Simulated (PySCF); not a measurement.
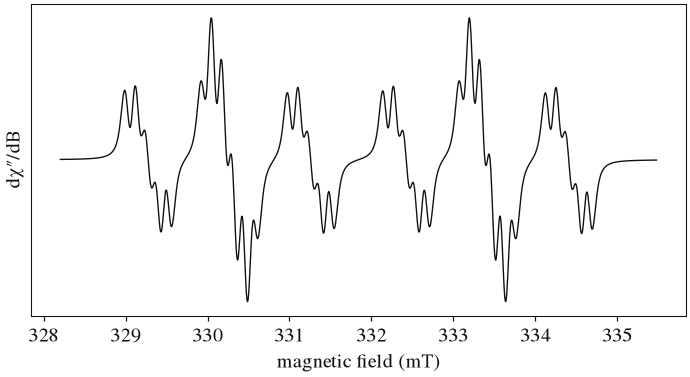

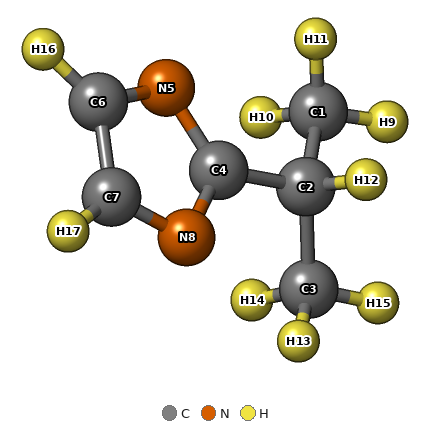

First-order isotropic EPR spectrum (fast tumbling, first derivative) of C₆H₉N₂, SMILES CC(C)C1=NC=C[N]1, doublet at 9.30 GHz, Lorentzian lines of 0.09 mT full width at half height, from computed g and hyperfine couplings (B3LYP/pcH-1 (IGLO-III on C and IGLO-III on N) with PySCF 2.14.0, at a PBE0-D3(BJ)/def2-SVP geometry (no frequency check), gas phase); values of one conformer, averaged over methyl-type rotors alone; other conformers aren't averaged in; no vibrational averaging; dilute isotopes left out. The SMILES is one Lewis form and needn't show where the spin sits.

Which couplings does the calculation give? The spectrum shows the sizes of those above the line width, not their signs.

```tsv
nuclei	isotope	a (mT)	a (MHz)
H12	¹H	3.15	88.2
H16	¹H	−1.05	−29.5
H17	¹H	−0.93	−26.2
N5	¹⁴N	−0.14	−4.0
N8	¹⁴N	−0.10	−2.9
H13, H14, H15	¹H	0.02	0.7
H9, H10, H11	¹H	−0.02	−0.6
```

What is the g value, and how wide is the spectrum?

g_iso = 2.0024, which centres the spectrum at 331.8 mT; it spans 5.8 mT.
